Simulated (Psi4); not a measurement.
# InSiNH6 (SMILES N[SiH2][InH2]) at DSD-PBEP86/def2-SVP (core potential, density fitting for correlation)

What is the energy change on altering one bond length of InSiNH6 at DSD-PBEP86/def2-SVP (core potential, density fitting for correlation)? 

The calculation is run with Psi4 1.11.

**1. Starting point**

The species is InSiNH6 (9 atoms), meant as a singlet with charge 0. As SMILES, `N[SiH2][InH2]`. The shape is that of a PBE0-D4/def2-TZVP optimisation. This is one conformer, not always the lowest.

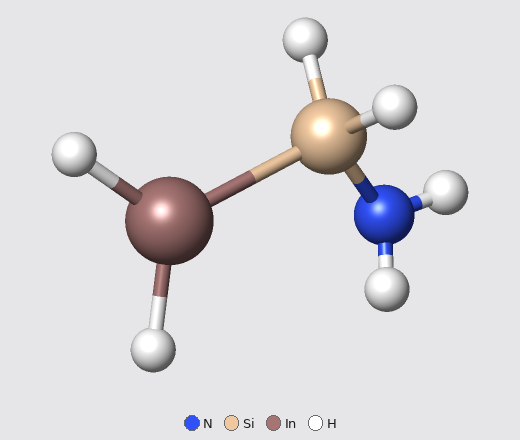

Viewed from a chosen angle; nitrogen blue, silicon light orange, indium brown, hydrogen white.

**2. The energy at DSD-PBEP86/def2-SVP (core potential, density fitting for correlation)**

Input file job.in:

```
memory 2.2 GB

molecule geom {
  0 1
  N     -0.891500     0.591400    -1.336400
  Si     0.373800     0.744000    -0.168700
  In     0.267200    -1.255400     1.446100
  H     -1.095600    -0.314200    -1.726600
  H     -1.035700     1.316000    -2.022500
  H      0.170000     2.036500     0.545200
  H      1.758900     0.832100    -0.740700
  H     -0.551200    -2.716800     0.991900
  H      1.004100    -1.233700     3.011600
  symmetry c1
  no_reorient
  no_com
}

set {
  puream true
  e_convergence 1e-09
  d_convergence 1e-08
  scf_type pk
  dft_radial_points 99
  dft_spherical_points 590
  num_frozen_docc 10
}

result, w = energy('dsd-pbep86/def2-SVP', return_wfn=True)
print_variables()
```

Launch:

```sh
$ psi4 -n 1 job.in job.out
```

job.out (excerpt; [...] marks lines left out):

```text
[...]
    !!!  WARNING: ECP capability is in beta. Please check occupations closely.  !!!
[...]
  Running in c1 symmetry.
[...]
  Nuclear repulsion =  171.526686821222199
[...]
  Multiplicity = 1
[...]
  Nalpha       = 24
  Nbeta        = 24
[...]
    Number of basis functions: 88
[...]
   @RKS iter   1:  -536.64120254443674   -1.32467e+00   5.57161e-03 DIIS/ADIIS
[...]
   @RKS iter  11:  -536.75959755858298   -2.38742e-12   2.66717e-09 DIIS
[...]
    Orbital Energies [Eh]
    ---------------------
    Doubly Occupied:
       1A    -67.826905     2A    -15.104138     3A     -5.833387
       4A     -5.135393     5A     -4.027631     6A     -4.027294
       7A     -4.026832     8A     -3.448595     9A     -3.438026
      10A     -3.437789    11A     -1.023994    12A     -0.940942
      13A     -0.934291    14A     -0.933615    15A     -0.930772
      16A     -0.927715    17A     -0.648771    18A     -0.600842
      19A     -0.507259    20A     -0.487427    21A     -0.439383
      22A     -0.361649    23A     -0.354588    24A     -0.314113
[...]
  @RKS Final Energy:  -536.75959755858298
   => Energetics <=
    Nuclear Repulsion Energy =            171.5266868212221993
    One-Electron Energy =               -1155.6685354850380918
    Two-Electron Energy =                 460.7910010429065437
    DFT Exchange-Correlation Energy =     -13.4087499376737878
    Empirical Dispersion Energy =           0.0000000000000000
    VV10 Nonlocal Energy =                  0.0000000000000000
    Total Energy =                       -536.7595975585829819
[...]
 Multipole Moments:
 ------------------------------------------------------------------------------------
     Multipole            Electronic (a.u.)      Nuclear  (a.u.)        Total (a.u.)
 ------------------------------------------------------------------------------------
 L = 1.  Multiply by 2.5417464519 to convert [e a0] to [Debye]
 Dipole X            :         -9.2779901            9.1734865           -0.1045036
 Dipole Y            :         22.4691756          -22.4644973            0.0046783
 Dipole Z            :        -35.9074492           35.3575317           -0.5499175
 Magnitude           :                                                    0.5597787
[...]
```

Wall time 11 s (1 thread of Intel Xeon 6975P-C (Granite Rapids), shared host); peak memory 1.3 GiB.

**3. The distorted shape, same level**

Input file calc.dat:

```
memory 2.2 GB

molecule molecule1 {
  0 1
  N     -2.04334763     1.07432820    -2.85642119
  Si     0.70637963     1.40595624    -0.31879680
  In     0.50493482    -2.37236218     2.73273295
  H     -2.42904073    -0.63700778    -3.59379233
  H     -2.31584614     2.44362375    -4.15296229
  H      0.32125344     3.84842725     1.03027868
  H      3.32383928     1.57244111    -1.39972014
  H     -1.04161704    -5.13400794     1.87441934
  H      1.89747400    -2.33135512     5.69109920
  units bohr
  symmetry c1
}

set globals {
  basis                def2-SVP
  puream               true
  e_convergence        1e-09
  d_convergence        1e-08
  scf_type             pk
  dft_radial_points    99
  dft_spherical_points 590
  num_frozen_docc      10
}

e_tot = energy("dsd-pbep86")
```

Launch:

```sh
$ psi4 -i calc.dat -o calc.out -n 1
```

calc.out (excerpt; [...] marks lines left out):

```text
[...]
    !!!  WARNING: ECP capability is in beta. Please check occupations closely.  !!!
[...]
  Running in c1 symmetry.
[...]
  Nuclear repulsion =  165.300744260024516
[...]
  Multiplicity = 1
[...]
  Nalpha       = 24
  Nbeta        = 24
[...]
    Number of basis functions: 88
[...]
   @RKS iter   1:  -536.62281568941353   -1.55426e+00   5.46065e-03 ADIIS/DIIS
[...]
   @RKS iter  11:  -536.73694866100720   -8.64020e-12   4.13011e-09 DIIS
[...]
    Orbital Energies [Eh]
    ---------------------
    Doubly Occupied:
       1A    -67.848588     2A    -15.098029     3A     -5.851233
       4A     -5.142497     5A     -4.045265     6A     -4.044984
       7A     -4.044787     8A     -3.455714     9A     -3.445345
      10A     -3.444776    11A     -0.981063    12A     -0.947989
      13A     -0.941564    14A     -0.940541    15A     -0.937853
      16A     -0.934934    17A     -0.641400    18A     -0.570712
      19A     -0.502490    20A     -0.464472    21A     -0.436695
      22A     -0.365519    23A     -0.336242    24A     -0.322367
[...]
  @RKS Final Energy:  -536.73694866100720
   => Energetics <=
    Nuclear Repulsion Energy =            165.3007442600245156
    One-Electron Energy =               -1143.1198218589652242
    Two-Electron Energy =                 454.4675631027099030
    DFT Exchange-Correlation Energy =     -13.3854341647763579
    Empirical Dispersion Energy =           0.0000000000000000
    VV10 Nonlocal Energy =                  0.0000000000000000
    Total Energy =                       -536.7369486610070908
[...]
 Multipole Moments:
 ------------------------------------------------------------------------------------
     Multipole            Electronic (a.u.)      Nuclear  (a.u.)        Total (a.u.)
 ------------------------------------------------------------------------------------
 L = 1.  Multiply by 2.5417464519 to convert [e a0] to [Debye]
 Dipole X            :          8.6622283           -8.4671094            0.1951188
 Dipole Y            :        -41.5381847           41.5038545           -0.0343302
 Dipole Z            :         45.3384941          -45.5525695           -0.2140753
 Magnitude           :                                                    0.2916816
[...]
```

It took 10 s on 1 thread of Intel Xeon 6975P-C (Granite Rapids), shared host; peak memory 1.3 GiB.

**4. Outcome**

Level: DSD-PBEP86/def2-SVP (core potential, density fitting for correlation), 10 core orbitals frozen.

| quantity | value |
| --- | --- |
| first shape: total energy | -536.95570 Eh |
| first shape: HOMO energy (SCF part's orbitals) | -8.55 eV |
| first shape: LUMO energy (SCF part's orbitals) | -0.38 eV |
| first shape: HOMO–LUMO gap (SCF part's orbitals) | 8.16 eV |
| distorted shape: total energy | -536.93485 Eh |
| distorted shape: HOMO energy (SCF part's orbitals) | -8.77 eV |
| distorted shape: LUMO energy (SCF part's orbitals) | -0.51 eV |
| distorted shape: HOMO–LUMO gap (SCF part's orbitals) | 8.26 eV |
| energy change with the N1–Si2 bond stretched from 1.729 to 1.988 Å | 0.567 eV |

With the N1–Si2 bond stretched from 1.729 to 1.988 Å the energy rises by 0.57 eV (54.7 kJ/mol). The first shape isn't relaxed at this level, so the change isn't measured from a minimum.
